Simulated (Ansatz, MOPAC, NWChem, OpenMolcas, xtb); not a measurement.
**AlNH2Cl (SMILES [NH2][Al][Cl]): methods side by side**

The runs start from one conformer, not always the lowest.

AlNH2Cl, doublet, SMILES `[NH2][Al][Cl]`. Each level relaxes the structure for itself.

Quantity: the zero-point energy at each level's own minimum, in kJ/mol. The values are calculated.

```json
{"level": "AM1", "kind": "semi-empirical", "program": "MOPAC", "value (kJ/mol)": "75.2"}
{"level": "MNDO", "kind": "semi-empirical", "program": "MOPAC", "value (kJ/mol)": "73.9"}
{"level": "PM7", "kind": "semi-empirical", "program": "MOPAC", "value (kJ/mol)": "62.9"}
{"level": "GFN2-xTB", "kind": "semi-empirical", "program": "xtb", "value (kJ/mol)": "63.7"}
{"level": "UHF/STO-3G", "kind": "Hartree–Fock", "program": "Ansatz", "value (kJ/mol)": "81.2"}
{"level": "UHF/3-21G", "kind": "Hartree–Fock", "program": "Ansatz", "value (kJ/mol)": "75.9"}
{"level": "UBP86/def2-SVP", "kind": "GGA", "program": "NWChem", "value (kJ/mol)": "66.9"}
{"level": "UPBE0-D4/def2-TZVP", "kind": "global hybrid", "program": "Ansatz", "value (kJ/mol)": "69.8"}
{"level": "CASSCF(5,4)/ANO-RCC-VDZP (DKH2)", "kind": "multireference", "program": "OpenMolcas", "value (kJ/mol)": "74.1"}
{"level": "CASSCF(7,7)/cc-pVDZ-DK (DKH2)", "kind": "multireference", "program": "OpenMolcas", "value (kJ/mol)": "73.3"}
```

Harmonic and unscaled. The values span 62.9 to 81.2 kJ/mol.

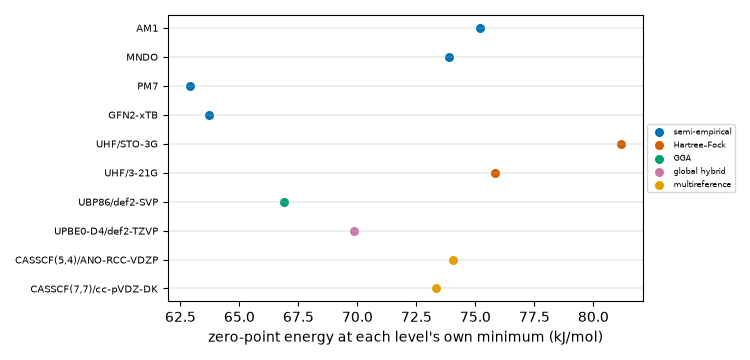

The values of the table, level by level.
